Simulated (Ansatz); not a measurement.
**H2Pb (model cell, started as rutile): a soft mode frozen in**

Which phase does H2Pb (model cell, started as rutile) fall into along its unstable mode, and how much energy does it gain?

Calculated with Ansatz 0.2.0; DFT PBEsol, scalar-relativistic, plane waves, PAW.

The structure was built from a prototype and need not be the compound's stable phase.

## 1. Set-up

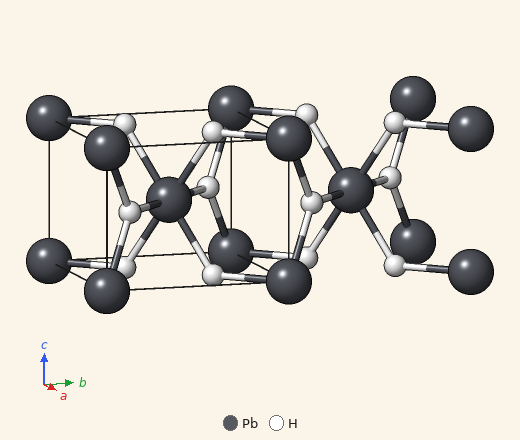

The cell as given, slightly off an axis (lead dark grey, hydrogen white). 1×2×1 cells are drawn. Some periodic images of atoms are drawn too.

## 2. The dispersion

The cell comes from relaxations at this level that are not shown. Stability and thermal properties need the whole zone. Linear response on a 2×2×2 q mesh gives force constants as far as a supercell of that size would.

The input, input.yaml:

```yaml
crystal:
  lattice:
    - [4.9543492694, 0.0, 0.0]
    - [0.0, 4.9543492694, 0.0]
    - [0.0, 0.0, 3.7593839155]
  atoms:
    - { symbol: Pb, position: [0.0, 0.0, 0.0] }
    - { symbol: Pb, position: [0.5, 0.5, 0.5] }
    - { symbol: H, position: [0.3153257571, 0.3153257571, 0.0] }
    - { symbol: H, position: [0.6846742429, 0.6846742429, 0.0] }
    - { symbol: H, position: [0.8153257571, 0.1846742429, 0.5] }
    - { symbol: H, position: [0.1846742429, 0.8153257571, 0.5] }
kpoints:
  mp_grid: { grid: [6, 6, 8] }
hamiltonian:
  xc: pbesol
scf:
  occupations: { method: methfessel_paxton, width: 0.15 }
output:
  eigenvalues: true
phonons:
  method: dfpt
  qmesh: [2, 2, 2]
  temperatures: { t_max: 1000, t_step: 50 }
  qpath:
    path:
      - [[0.0, 0.0, 0.0], [0.0, 0.5, 0.0], [0.5, 0.5, 0.0], [0.0, 0.0, 0.0], [0.0, 0.0, 0.5], [0.0, 0.5, 0.5], [0.5, 0.5, 0.5], [0.0, 0.0, 0.5]]
      - [[0.0, 0.5, 0.0], [0.0, 0.5, 0.5]]
      - [[0.5, 0.5, 0.0], [0.5, 0.5, 0.5]]
    npoints: 10
```

Launch:

```
$ ansatz run input.yaml --threads 8 --pin off --max-ram 14336MiB --backend cpu --events-out ev --progress --plain --runs-dir out
```

Numbers of over 12 decimals in the logs are rounded to 6 here.

What it wrote:

```text
Warning: phonons: the dynamical matrix that this run interpolates holds no multipole term above the dipole-dipole one, and a site of this crystal is no centre of inversion, so its interpolated transverse optical and acoustic branches and sound speeds can stay off near Gamma, and the density of states and the thermodynamics with them. What a run solves at a wave vector of phonons.qpoints, Gamma apart, where the deck admits one, is free of this, and under fd what a larger phonons.supercell samples
Engine: ansatz 0.2.0, aarch64-unknown-linux-gnu
Pseudopotentials: kind: paw
Pseudopotential: Pb, paw, valence charge 14, recommended cutoff 420 eV (normal), Pb.paw.azcp
Pseudopotential: H, paw, valence charge 1, recommended cutoff 420 eV (normal), H.paw.azcp
Functional definition: PBEsol
  exchange = pbesol_x
  correlation = pbesol_c
Crystal: 6 atoms, lattice volume = 92.276 Å³
Basis set: ecut = 420 eV, 1833 PW (Γ), exchange–correlation on 72×72×60 points (8 copies of the dense FFT grid, shifted against one another)
Bands: 22, of which v1, the nominal top of the filled ones, is band 16 counted from 1 (15 counted from 0)
Symmetry: 16 space group operations
k-points: 50 of 288
Non-local potential: Pb, projectors of the file, l = 0: 2, l = 1: 2, l = 2: 2, l = 3: 2
Non-local potential: H, projectors of the file, l = 0: 2, l = 1: 1
PAW form: soft (Blöchl's): semilocal exchange-correlation on the pseudo side does not see the compensation charge
PAW frozen core: Pb, regenerated for the run's functional, and the local potential with it (the file was generated under x = pbe(κ = 0.804, μ = 0.219515), c = pbe(β = 0.066725))
PAW one-centre angular grid: Pb, 590 points (default); XC on 64 Gauss nodes
PAW one-centre angular grid: H, 110 points (default); XC on 64 Gauss nodes
Initial density: superposition of atomic densities (neutral atoms: chi_scale 0, normalization atom), corrected by the library's trained network
Initial wavefunctions: pseudopotential atomic-orbital guess
Functional: x = pbesol(κ = 0.804, μ = 0.123457), c = pbesol(β = 0.046)
SCF iter   1: F=—  HF=-23569.821357 eV  |F-HF|=—  |Δ(HF+E_count)|=         —  Δρ=9.73e-3  dr2=7.98e-2  ethr=1.77e-3  ⟨swp⟩=6.2  Hψ=5324  notcnv=0
preconditioner: auto → Resta (q_TF=auto, 2.287 Å⁻¹)  ε∞=2.9  [insulator: Δε(μ)=0.153 eV  Ē_g=16.065 eV  σ=0.150 eV  W_gap=0.61  n_scr=18 (ndim 8)  ℏωp=21.9 eV  f_vac=0.001  D(μ)=1.38/eV (n_scr^D=4)  ε∞_Penn≈2.9]
SCF iter   2: F=—  HF=-23569.796481 eV  |F-HF|=—  |Δ(HF+E_count)|=   2.49e-2  S|Δr|=    0.00e0  Δρ=3.67e-3  dr2=1.21e-2  ethr=2.49e-4  ⟨swp⟩=1.1  Hψ=1508  notcnv=0  defer=2
SCF iter   3: F=—  HF=-23569.792600 eV  |F-HF|=—  |Δ(HF+E_count)|=   3.88e-3  S|Δr|=    0.00e0  Δρ=3.38e-4  dr2=1.00e-4  ethr=3.77e-5  ⟨swp⟩=2.0  Hψ=1247  notcnv=0  defer=2
SCF iter   4: F=—  HF=-23569.792640 eV  |F-HF|=—  |Δ(HF+E_count)|=   4.01e-5  S|Δr|=    0.00e0  Δρ=1.59e-4  dr2=2.05e-5  ethr=3.12e-7  ⟨swp⟩=2.1  Hψ=1435  notcnv=0  defer=2
SCF iter   5: F=—  HF=-23569.792654 eV  |F-HF|=—  |Δ(HF+E_count)|=   1.45e-5  S|Δr|=    0.00e0  Δρ=3.09e-5  dr2=7.81e-7  ethr=6.40e-8  ⟨swp⟩=2.0  Hψ=1333  notcnv=0  defer=2
SCF iter   6: F=—  HF=-23569.792653 eV  |F-HF|=—  |Δ(HF+E_count)|=   8.64e-7  S|Δr|=    0.00e0  Δρ=6.09e-6  dr2=3.82e-8  ethr=2.44e-9  ⟨swp⟩=2.0  Hψ=1848  notcnv=0  defer=2
SCF iter   7: F=—  HF=-23569.792653 eV  |F-HF|=—  |Δ(HF+E_count)|=   2.31e-8  S|Δr|=    0.00e0  Δρ=2.22e-6  dr2=3.41e-9  ethr=1.19e-10  ⟨swp⟩=3.0  Hψ=1868  notcnv=0  defer=2
SCF iter   8: F=—  HF=-23569.792653 eV  |F-HF|=—  |Δ(HF+E_count)|=  8.55e-10  S|Δr|=    0.00e0  Δρ=2.85e-7  dr2=7.41e-11  ethr=1.06e-11  ⟨swp⟩=2.0  Hψ=1782  notcnv=0  defer=2
SCF iter   9: F=-23569.792653 eV  HF=-23569.792653 eV  |F-HF|=3.64e-12  |Δ(HF+E_count)|=  2.91e-11  S|Δr|=    0.00e0  Δρ=4.15e-8  dr2=1.02e-12  ethr=1.00e-12  ⟨swp⟩=10.3  Hψ=6321  notcnv=0
SCF 1 converged in 9 iterations: F = -23569.792653 eV  dr2 = 1.02e-12
  greatest PAW one-centre occupation: 0.980 electrons in one spin orbital (limit 2), on the Pb atom at site 1 (counted from 0), in its partial waves of l = 2
Initial density: read from a saved state, or passed on in memory by an earlier SCF of this step, an earlier step, the calling program or the single point that the run made first
iter 1 solved again at ethr=4.16e-7 eV; its pass at ethr=3.10e-3 eV (dr2=1.33e-4 eV) is discarded
SCF iter   1: F=—  HF=-23569.792656 eV  |F-HF|=—  |Δ(HF+E_count)|=         —  Δρ=1.41e-6  dr2=1.03e-9  ethr=4.16e-7  ⟨swp⟩=3.5  Hψ=8425  notcnv=0
eigensolver tolerance schedule: the retry pair's looser diagonalisation over-reported the residual by 129855.56 of it (diagonalisation noise at an unbounded share of the residual, at the tolerance the schedule requests for it); recorded, not acted on — ethr = c·dr2/N_el stays at c = 1.0e-1
preconditioner: auto → Kerker (q_TF=auto, 2.287 Å⁻¹)  [metal: Δε(μ)=0.039 eV  Ē_g=16.042 eV  σ=0.150 eV  W_gap=0.22  n_scr=18 (ndim 8)  ℏωp=21.9 eV  f_vac=0.000  D(μ)=1.39/eV (n_scr^D=4)]
SCF iter   2: F=—  HF=-23569.792653 eV  |F-HF|=—  |Δ(HF+E_count)|=   2.82e-6  S|Δr|=    0.00e0  Δρ=7.53e-7  dr2=3.05e-10  ethr=3.20e-12  ⟨swp⟩=3.7  Hψ=2627  notcnv=0
SCF iter   3: F=—  HF=-23569.792653 eV  |F-HF|=—  |Δ(HF+E_count)|=  9.09e-11  S|Δr|=    0.00e0  Δρ=4.77e-7  dr2=1.20e-10  ethr=1.00e-12  ⟨swp⟩=1.0  Hψ=1125  notcnv=0
SCF iter   4: F=—  HF=-23569.792653 eV  |F-HF|=—  |Δ(HF+E_count)|=  3.64e-11  S|Δr|=    0.00e0  Δρ=2.29e-7  dr2=2.67e-11  ethr=1.00e-12  ⟨swp⟩=1.0  Hψ=1100  notcnv=0
SCF iter   5: F=—  HF=-23569.792653 eV  |F-HF|=—  |Δ(HF+E_count)|=  1.09e-11  S|Δr|=    0.00e0  Δρ=1.70e-7  dr2=1.48e-11  ethr=1.00e-12  ⟨swp⟩=3.1  Hψ=3051  notcnv=0
SCF iter   6: F=-23569.792653 eV  HF=-23569.792653 eV  |F-HF|=3.64e-12  |Δ(HF+E_count)|=    0.00e0  S|Δr|=    0.00e0  Δρ=6.94e-8  dr2=2.48e-12  ethr=1.00e-12  ⟨swp⟩=2.0  Hψ=2099  notcnv=0
SCF 2 converged in 6 iterations: F = -23569.792653 eV  dr2 = 2.48e-12
phonons: the bands overlap, so this run is a metal and interpolates without the dipole-dipole term. If the crystal is really an insulator or semiconductor, its LO-TO splitting is missing
NSCF: frozen V_eff on 50 k-points
NSCF: frozen V_eff on 100 k-points
DFPT response loops at q = (0, 0, 0) (fractional): preconditioner auto → Kerker (q_TF=auto, 2.287 Å⁻¹) (partly filled bands, converged f_vac=0.000); β = 1.00, the filter's whole step (`scf.mixing.beta` (0.50) is not read by the response loops under this deck's `scf.mixing.preconditioner`; to damp them name `kerker` or `kerker_dos`, under which they read `scf.mixing.beta`, and type it under 1.00, their step now; both keys bind the ground state too); Broyden in place of MSR1
NSCF: frozen V_eff on 200 k-points
DFPT response loops at q = (0, 0, -0.5) (fractional): mixed as the last ones told, above
NSCF: frozen V_eff on 200 k-points
DFPT response loops at q = (0, -0.5, 0) (fractional): mixed as the last ones told, above
NSCF: frozen V_eff on 200 k-points
DFPT response loops at q = (0, -0.5, -0.5) (fractional): mixed as the last ones told, above
NSCF: frozen V_eff on 200 k-points
DFPT response loops at q = (-0.5, -0.5, 0) (fractional): mixed as the last ones told, above
NSCF: frozen V_eff on 200 k-points
DFPT response loops at q = (-0.5, -0.5, -0.5) (fractional): mixed as the last ones told, above
SCF converged after 9 iterations
Stability not checked: this state was not tested for a lower state beside it, because cold or Methfessel-Paxton smearing, or corrected tetrahedra, fill the levels in a way that the test cannot read (fill_not_monotonic; see scf.lower_state_search)
Free energy (F): -23569.792653 eV
Harris-Foulkes:  -23569.792653 eV  (|F-HF|=3.64e-12)
Internal energy: -23569.790624 eV  (E = F + TS)
E sigma→0 (E₀):  -23569.792146 eV
Entropy (-TS):   -0.002030 eV (-0.338 meV/atom)
Fermi energy:    6.982508 eV
--- Per-component energies (eV) ---
  E_band       = -187.082317
  E_kinetic    = 626.788916
  E_local      = -2523.985347  (includes V_loc(G=0)·N_el)
  E_nonlocal   = 709.029321
  E_hartree    = 990.124429
  E_xc         = -471.770202
  E_vxc        = -309.275908  (∫ρ·V_xc dr)
  E_paw        = -20511.302160  (= ΣΔE_a)
  E_vpaw       = -669.884279  (= ΣTr[D̂ρ^β])
  E_aug_tail   = -0.003908  (compensation charges beyond the density's cutoff)
  E_ewald      = -2388.795905
  E_core_change = 0.124233  (= ΣΔE_core)
  E_smearing   = -0.002030  (= −TS)
  E_closure    = -0.000000  (closes the sum)
  Σ components = -23569.792653   (vs F -23569.792653, Δ=0.00e0)
--- Band table (eV; the first three rows and the last of 50) ---
  k-point 0: bands = [... 12 lower, 1.9760, 1.9760, 5.3964, 8.3554, 9.3089, 9.5230, 9.5230, 9.8669, ... 2 higher]
  k-point 1: bands = [... 12 lower, 2.1435, 2.1435, 4.3050, 8.3350, 9.1445, 9.4546, 9.6363, 9.6363, ... 2 higher]
  k-point 2: bands = [... 12 lower, 2.6048, 2.6048, 2.6769, 6.1406, 9.3430, 9.3430, 9.8934, 10.1240, ... 2 higher]
  k-point 49: bands = [... 12 lower, 1.8331, 1.8331, 2.7900, 2.7900, 6.1066, 6.1066, 12.3770, 12.3770, ... 2 higher]
--- Phonons (Γ-DFPT): 4 representative perturbations + reference (Σ response iterations 13) ---
  ASR residual: 1.735e-5 → 0.000e0 eV/Å²; symmetrization residual: 6.101e-7 eV/Å²
  ASR residual per site (eV/Å²): 1.73e-5 1.73e-5 3.84e-6 3.84e-6 3.84e-6 3.84e-6
  Γ frequencies (cm⁻¹): -431.21 -215.45 0.00 0.00 0.00 53.03 78.76 78.76 156.36 346.58 346.58 431.32 431.32 526.29 718.42 718.42 959.12 1068.84
--- Phonons (arbitrary-q DFPT): 6 irreducible q on the 2×2×2 mesh ---
  q = [0.0000, 0.0000, 0.0000] (star 1, of the zone-centre solve; hermiticity 3.39e-7, symmetrization 2.98e-12): -431.21 -215.45 0.00 0.00 0.00 53.03 78.76 78.76 156.36 346.58 346.58 431.32 431.32 526.29 718.42 718.42 959.12 1068.84
  q = [0.0000, 0.0000, -0.5000] (star 1, 4 solved perturbations in 330 linear systems a pass and spin channel, the states on 100 of 288 k-point pairs; hermiticity 1.95e-7, symmetrization 2.55e-12): -773.33 -773.33 -193.82 -193.82 56.69 56.69 59.67 59.67 103.67 103.67 400.17 400.17 661.04 661.04 677.78 677.78 929.67 929.67
  q = [0.0000, -0.5000, 0.0000] (star 2, 6 solved perturbations on 100 of 288 k-point pairs; hermiticity 3.19e-7, symmetrization 2.97e-13): -209.94 -209.94 37.57 37.57 49.53 49.53 60.50 60.50 253.07 253.07 463.20 463.20 733.15 733.15 752.66 752.66 899.66 899.66
  q = [0.0000, -0.5000, -0.5000] (star 2, 6 solved perturbations on 100 of 288 k-point pairs; hermiticity 2.89e-7, symmetrization 2.04e-13): -611.23 -611.23 42.62 42.62 58.31 58.31 98.54 98.54 274.12 274.12 288.80 288.80 589.09 589.09 679.74 679.74 973.67 973.67
  q = [-0.5000, -0.5000, 0.0000] (star 1, 4 solved perturbations in 330 linear systems a pass and spin channel, the states on 100 of 288 k-point pairs; hermiticity 2.38e-7, symmetrization 1.73e-12): -309.08 -309.08 11.17 11.17 34.27 34.27 55.07 55.07 303.89 303.89 376.17 376.17 476.62 476.62 730.49 730.49 998.42 998.42
  q = [-0.5000, -0.5000, -0.5000] (star 1, 4 solved perturbations in 330 linear systems a pass and spin channel, the states on 100 of 288 k-point pairs; hermiticity 1.90e-7, symmetrization 1.04e-12): -675.04 -675.04 42.96 42.96 64.28 64.28 99.20 99.20 346.02 346.02 395.30 395.30 650.29 650.29 664.80 664.80 938.74 938.74
  sum rule: each row above includes the acoustic sum rule's correction from the zone centre's row sums; it moved no ω² by more than (1.02 cm⁻¹)²
  mesh force constants: q→R imaginary residual 2.38e-17; ASR residual 1.735e-5 → 0.000e0 eV/Å²; symmetrization residual 1.776e-15 eV/Å²
  interpolated dispersion: 93 rows × 18 modes
  density of states and harmonic sums: on the 14×14×16 q-mesh, interpolated from the force constants of a 2×2×2 supercell (no non-analytic term)
  largest difference from the sums on the solved wave vectors: F 1.89e-1 eV, S 2.69e-4 and C_V 9.56e-5 eV/K
  zero-point energy: 0.376710 eV/cell   skipped modes (ω ≤ 0): 571, of them read as no rigid motion or as one in doubt: 568 (1.663e0 modes/cell left out, lowest -773.33 cm⁻¹)   left out of the sums: 9.24e-2 of the cell's modes: C_V's classical limit lies that fraction below 3 k_B per atom; for a crystal, a wire or a layer, F and S can be off by more, and a phonons.interpolated_qmesh denser along its periods is the remedy for the sampling
```

It took 83 s on 8 threads of Arm Neoverse V1, shared host; peak memory 0.93 GiB.

Reading the cycles: dr2 is the Hartree energy of the density residual (eV), the measure of convergence; HF is the Harris–Foulkes estimate of the energy, which meets the free energy F at convergence.

Numbers from this step:

| Item | Value |
| --- | --- |
| volume per atom | 15.38 Å³ |
| gap on the k-mesh | 0 eV |
| sum-rule residual before enforcement | 1.73e-5 eV/Å² |
| lowest frequency on the path | -773.3 cm⁻¹ |
| point group | 4/mmm |
| highest frequency on the path or at a solved wavevector | 1069 cm⁻¹ |
| highest optical mode at the zone centre (no LO-TO term) | 1069 cm⁻¹ |
| lowest optical zone-centre mode | -431.2 cm⁻¹ |
| lowest mode on the q mesh (acoustic modes at Γ apart) | -773.3 cm⁻¹ |

Frequencies (cm⁻¹) solved at each irreducible wavevector; negative means imaginary. Frequencies by wavevector, by row:

| q in reciprocal lattice units | star | mode 1 | mode 2 | mode 3 | mode 4 | mode 16 | mode 17 | mode 18 |
| --- | --- | --- | --- | --- | --- | --- | --- | --- |
| 0 0 0 | 1 | -431.2 | -215.4 | 0 | 0 | 718.4 | 959.1 | 1069 |
| 0 0 -0.5 | 1 | -773.3 | -773.3 | -193.8 | -193.8 | 677.8 | 929.7 | 929.7 |
| 0 -0.5 0 | 2 | -209.9 | -209.9 | 37.6 | 37.6 | 752.7 | 899.7 | 899.7 |
| 0 -0.5 -0.5 | 2 | -611.2 | -611.2 | 42.6 | 42.6 | 679.7 | 973.7 | 973.7 |
| -0.5 -0.5 0 | 1 | -309.1 | -309.1 | 11.2 | 11.2 | 730.5 | 998.4 | 998.4 |
| -0.5 -0.5 -0.5 | 1 | -675 | -675 | 43 | 43 | 664.8 | 938.7 | 938.7 |

Interpolated from a 2×2×2 q mesh, rough between the solved points. The phonon branches at the labelled points (cm⁻¹):

| point | branch 1 | branch 2 | branch 3 | branch 4 | branch 15 | branch 16 | branch 17 | branch 18 |
| --- | --- | --- | --- | --- | --- | --- | --- | --- |
| Γ | -431 | -215 | 0 | 0 | 718 | 718 | 959 | 1069 |
| X | -210 | -210 | 38 | 38 | 753 | 753 | 900 | 900 |
| M | -309 | -309 | 11 | 11 | 730 | 730 | 998 | 998 |
| Γ | -431 | -215 | 0 | 0 | 718 | 718 | 959 | 1069 |
| Z | -773 | -773 | -194 | -194 | 678 | 678 | 930 | 930 |
| R | -611 | -611 | 43 | 43 | 680 | 680 | 974 | 974 |
| A | -675 | -675 | 43 | 43 | 665 | 665 | 939 | 939 |
| Z | -773 | -773 | -194 | -194 | 678 | 678 | 930 | 930 |
| jump to X | -210 | -210 | 38 | 38 | 753 | 753 | 900 | 900 |
| R | -611 | -611 | 43 | 43 | 680 | 680 | 974 | 974 |
| jump to M | -309 | -309 | 11 | 11 | 730 | 730 | 998 | 998 |
| A | -675 | -675 | 43 | 43 | 665 | 665 | 939 | 939 |

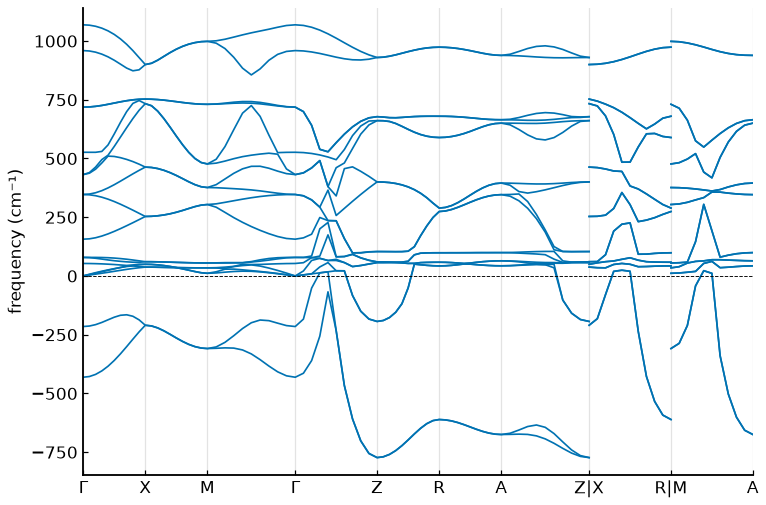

Phonon branches along the path.

Symmetry leaves 6 wavevectors to solve. The lowest mode among them, the acoustic zeros apart, lies at q = (0, 0, -0.5) and is imaginary, 773.3i cm⁻¹, so the energy falls along it.

## 3. The mode frozen in, largest atomic shift 0 Å

The mode followed lies at q = (-0.5, -0.5, -0.5) with frequency 675.0i cm⁻¹ and is 2-fold degenerate, one of the unstable modes though not the softest. At small amplitude the distorted cell has space group no. 122 by a symmetry search on the positions. The undistorted cell that holds it gives the zero of energy on the same k mesh.

System of this step: H2Pb (model cell, started as rutile). The structure is tetragonal, space group P4_2/mnm (No. 136). The conventional cell has a = 4.954 Å, b = 4.954 Å, c = 3.759 Å, α = 90.00°, β = 90.00°, γ = 90.00°. Nearest to Pb lie 6 H at 2.21 to 2.28 Å. H has 3 Pb at 2.21 to 2.28 Å nearest. Farther neighbours are not listed.

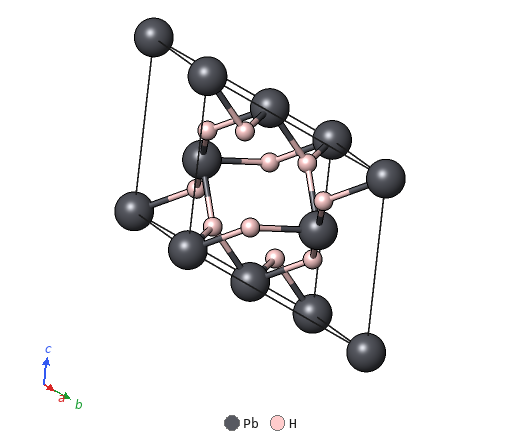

The cell of this step (lead dark grey, hydrogen pink). Bonds to atoms that aren't drawn are left out. Some periodic images of atoms are drawn too.

The input, input.yaml:

```yaml
crystal:
  lattice:
    - [4.9543492694, 0.0, 3.7593839155]
    - [4.9543492694, 0.0, -3.7593839155]
    - [0.0, 4.9543492694, 3.7593839155]
  atoms:
    - { symbol: Pb, position: [0.0, 0.0, 0.0] }
    - { symbol: Pb, position: [0.5, 0.5, 0.0] }
    - { symbol: Pb, position: [0.25, 0.25, 0.5] }
    - { symbol: Pb, position: [0.75, 0.75, 0.5] }
    - { symbol: H, position: [0.0, 0.3153257571, 0.3153257571] }
    - { symbol: H, position: [0.5, 0.8153257571, 0.3153257571] }
    - { symbol: H, position: [0.0, 0.6846742429, 0.6846742429] }
    - { symbol: H, position: [0.5, 0.1846742429, 0.6846742429] }
    - { symbol: H, position: [0.5653257571, 0.25, 0.1846742429] }
    - { symbol: H, position: [0.0653257571, 0.75, 0.1846742429] }
    - { symbol: H, position: [0.9346742429, 0.25, 0.8153257571] }
    - { symbol: H, position: [0.4346742429, 0.75, 0.8153257571] }
kpoints:
  mp_grid: { grid: [6, 6, 6] }
hamiltonian:
  xc: pbesol
scf:
  occupations: { method: methfessel_paxton, width: 0.15 }
output:
  forces: true
  stress: true
  eigenvalues: true
```

What it wrote:

```text
[...]
Crystal: 12 atoms, lattice volume = 184.552 Å³
Basis set: ecut = 420 eV, 3649 PW (Γ), exchange–correlation on 90×90×90 points (8 copies of the dense FFT grid, shifted against one another)
Bands: 44, of which v1, the nominal top of the filled ones, is band 32 counted from 1 (31 counted from 0)
Symmetry: 32 space group operations
[...]
k-points: 30 of 216
[...]
k-point 0: bands = [... 28 lower, 2.7938, 2.7938, 5.4013, 6.1068, 6.1068, 8.3561, 9.3097, 9.5238, ... 8 higher]
  k-point 1: bands = [... 28 lower, 3.5577, 3.5577, 5.1246, 6.3861, 6.3861, 7.9899, 8.5230, 9.2855, ... 8 higher]
  k-point 2: bands = [... 28 lower, 4.5249, 4.8481, 4.8481, 6.3552, 7.0213, 7.0213, 9.0075, 9.2620, ... 8 higher]
  k-point 29: bands = [... 28 lower, 3.5240, 3.5240, 7.6646, 7.6646, 7.7298, 7.7298, 10.0077, 10.0077, ... 8 higher]
[key lines of the parts left out:]
SCF converged after 7 iterations
Free energy (F): -47139.549020 eV
Fermi energy:    6.932391 eV
P = ⅓ Tr σ = 0.0977 GPa (0.977 kbar)
```

The job ended after 2.3 s (8 threads; peak memory 0.78 GiB; 16 s of CPU time).

Numbers from this step:

| Property | Result |
| --- | --- |
| pressure | 0.09769 GPa |
| energy from the undistorted cell | 0 meV/atom |

The run ends at a pressure of 0.10 GPa, with forces up to 0.0061 eV/Å.

(Part 1 of 2 ends here.)

[Logs are printed without paths, hosts, clocks, repeated set-up lines and the standing remarks that a program may print on its own settings, such as how far it seeks lower states.]

[Hosts, paths, dates, database ids (printed as entryN), source tags and the programs' standing remarks are cut or masked in the printed files.]
